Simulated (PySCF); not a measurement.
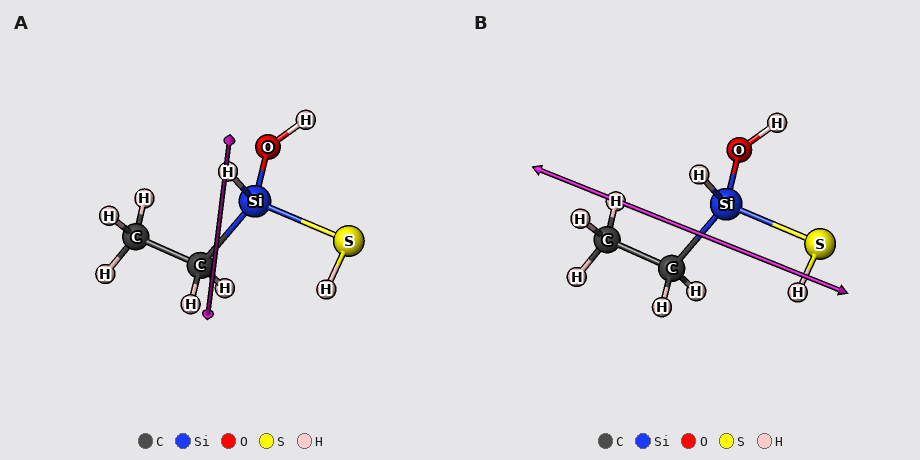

The double arrows show the directions of two transition dipoles from the ground state (lengths mean nothing). The computed structure is the end point of a GFN2-xTB optimisation. No frequency run is at hand to confirm it as a minimum. Properties computed with TDDFT ωB97X-D/def2-SVPD, vertical, gas phase, core orbitals frozen in the response (PySCF 2.14.0).

Question: One belongs to singlet state 2 and one to singlet state 7. Which is which?

Answer: A: state 2, 6.66 eV (186 nm), oscillator strength 0.058, mainly HOMO → LUMO+1 (weight 0.90).
B: state 7, 7.96 eV (156 nm), oscillator strength 0.061, of mixed character, with the largest part HOMO → LUMO+3 (weight 0.42).

The geometry is semi-empirical. Around Si such bond lengths and angles can be off by a tenth of an ångström or more and by several degrees, and values that hang on the shape move with them.
